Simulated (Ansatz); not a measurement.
The reference is AlP in the zinc blende structure (space group F-43m, No. 216; a = 5.5073 Å).

One thing is altered: a hydrostatic pressure of 15 GPa.

Level of theory: PBE, PAW, 420 eV (Ansatz, a first-principles code; spin-orbit coupling left out), earlier PAW set.

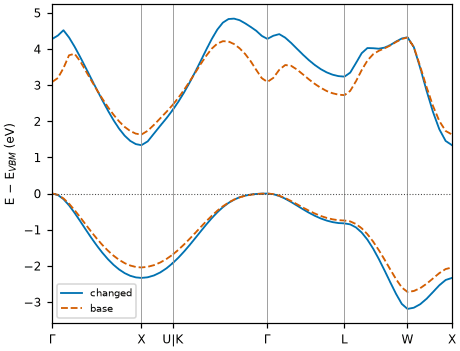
Figure: Highest valence and lowest conduction band along the path, each from its own valence-band maximum

Problem. Read the changed gap and its character from the plot.

Solution. About 1.3 eV, indirect, Γ → X.

Load acts through the strain it causes; cell and atoms are relaxed under it. Stability against distortions was not tested. Measured, AlP leaves this structure (for the NiAs type) near 14.2 GPa (temperature not stated; as listed in Datta, Sujoy, Jana, Debnarayan, arXiv (2020)), on rising pressure, with hysteresis.
